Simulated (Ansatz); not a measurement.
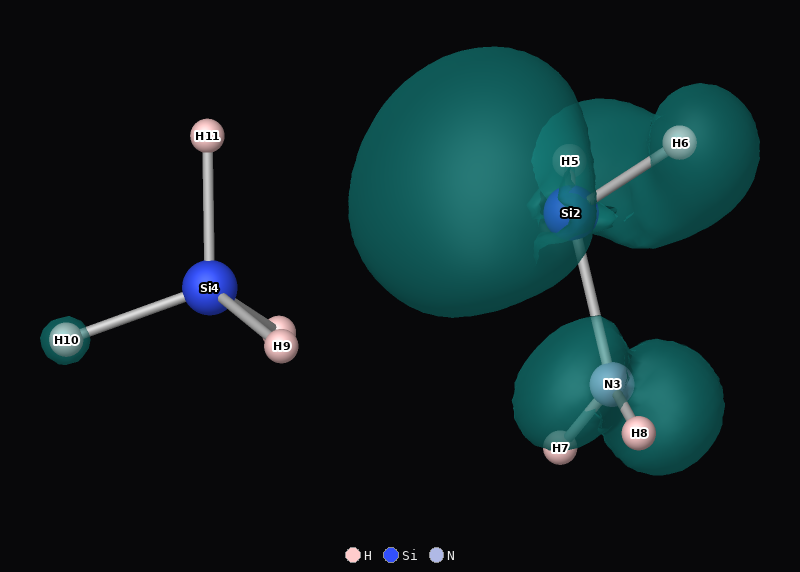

SiH4···H4NSi (doublet). Isosurfaces of the spin density (α minus β) at +0.015 (teal) and −0.015 e/Å³ (pink), seen across its widest extent.

The product side of a reaction path; geometry: PBE0-D4/def2-TZVP.

Level of theory: Ansatz 0.2.0, UKS PBE0-D4/def2-TZVPP.

```xyz
11

H    -0.6571   -0.6599   -1.5135
Si    0.5531    1.4122    0.6040
N     1.9596    0.4579    0.3236
Si   -1.6206   -1.2466   -0.5456
H     0.4029    2.3524   -0.5449
H     0.7702    2.1576    1.8786
H     2.0790   -0.0068   -0.5629
H     2.3480   -0.0918    1.0737
H    -0.8929   -1.7586    0.6420
H    -2.3165   -2.3839   -1.2094
H    -2.6256   -0.2325   -0.1457
```

> Describe the spin distribution.

The unpaired spin (1 electron) lies mostly on Si2 (about 0.7) and N3 (about 0.1), in electrons by Hirshfeld's partition. Only one sign reaches the isovalue.
